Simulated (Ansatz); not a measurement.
**C2H9NSi: density, localisation and related maps**

The calculation's input:

```
crystal:
  periodic: [false, false, false]
  atoms:
    - { symbol: Si, position_ang: [0.050688, 0.089185, 0.161231] }
    - { symbol: H, position_ang: [0.486147, 0.197637, 1.542353] }
    - { symbol: H, position_ang: [1.476369, 0.021467, -0.096393] }
    - { symbol: "N", position_ang: [-0.755194, 1.406356, -0.586148] }
    - { symbol: C, position_ang: [-2.145066, 1.38237, -0.96145] }
    - { symbol: H, position_ang: [-2.583665, 0.405445, -0.759942] }
    - { symbol: H, position_ang: [-2.727719, 2.128985, -0.404933] }
    - { symbol: H, position_ang: [-2.274625, 1.596851, -2.030238] }
    - { symbol: C, position_ang: [-0.119806, 2.686671, -0.761249] }
    - { symbol: H, position_ang: [-0.200061, 3.028621, -1.803124] }
    - { symbol: H, position_ang: [-0.569474, 3.462662, -0.124492] }
    - { symbol: H, position_ang: [0.946541, 2.631091, -0.513762] }
    - { symbol: H, position_ang: [-0.700034, -1.15354, -0.106152] }
basis:
  gaussian: { orbitals: def2-SVP }
hamiltonian:
  xc: { name: BHLYP }
  dispersion: d4
relax:
  f_tol: 0.03
  max_steps: 50
output:
  orbitals: {}
```

Command:

```sh
ansatz run input.yaml --threads 2 --pin off --max-ram 3072MiB --backend cpu --events-out ev --progress --plain --runs-dir out
```

The fields are those of the relaxed geometry.

Theory: RKS BHLYP-D4/def2-SVP in Ansatz 0.2.0.

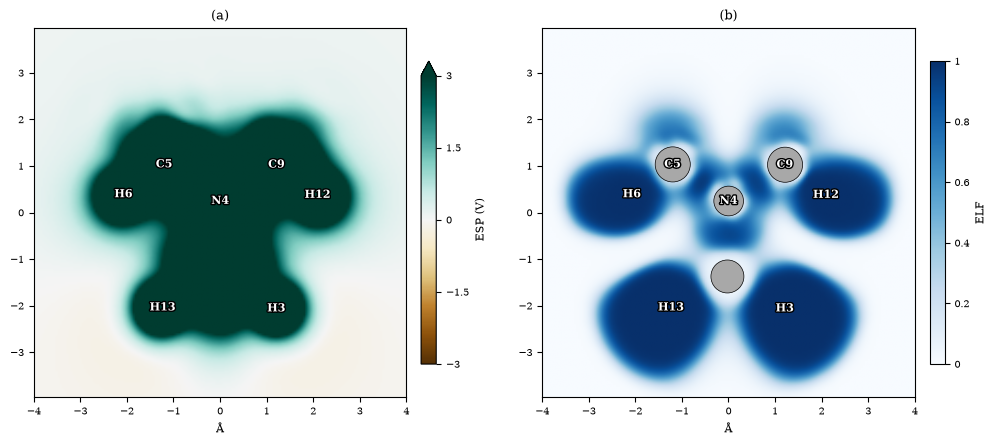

Figure 1. (a) molecular electrostatic potential; (b) electron localisation function on the plane of atoms N4, C9 and H12. Grey discs cover the atomic cores in the ELF map.

Interpret the plot.

Answer. The section cuts through H, N and C sites.
C–N (1.44 Å): the ELF peaks at about 0.95 between the atoms; a shared electron pair.
C–H (1.09 Å): the ELF climbs to about 1 towards the hydrogen, as it does in any bond to H; an ordinary covalent bond to hydrogen.
The potential has no marked negative region in this plane.

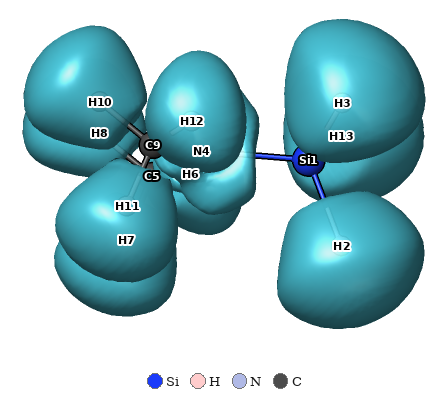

Figure 2. Isosurface of the ELF at 0.75 (cyan), seen from one side. Only the valence region is drawn (cores and ρ < 0.01 e/Å³ removed).

What do the ELF domains correspond to?

Answer. At this value the surface marks out nine regions around hydrogen nuclei and one region on N in which the atom's valence shell and bonds are merged. Profiles from the grid: Si–N (1.73 Å): the ELF peaks at about 0.90 between the atoms; a shared but strongly polarised pair.

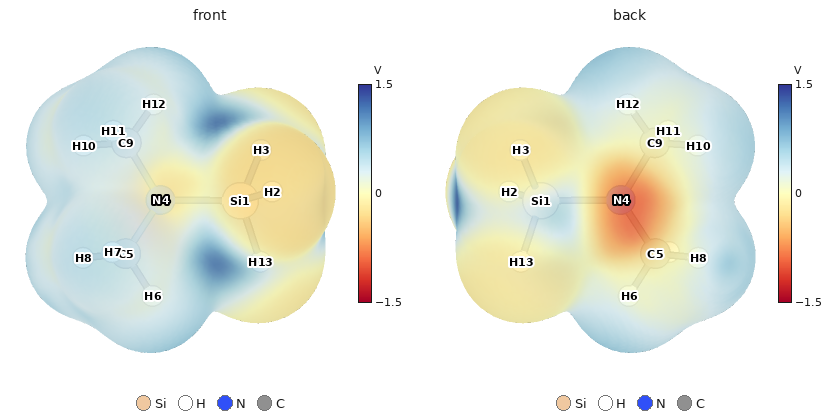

Figure 3. The electrostatic potential painted on the density surface at 0.002 e/bohr³, seen from the front and from behind; the colour scale runs from red (negative) to blue (positive).

Which sites attract a positive test charge, and which a negative one?

Answer. A positive charge is drawn to the negative regions and a negative charge to the positive ones. The most negative region (about −0.9 V, or −21 kcal/mol for a unit charge) lies over N4, the most positive (about +1.1 V, or +25 kcal/mol for a unit charge) over Si1.
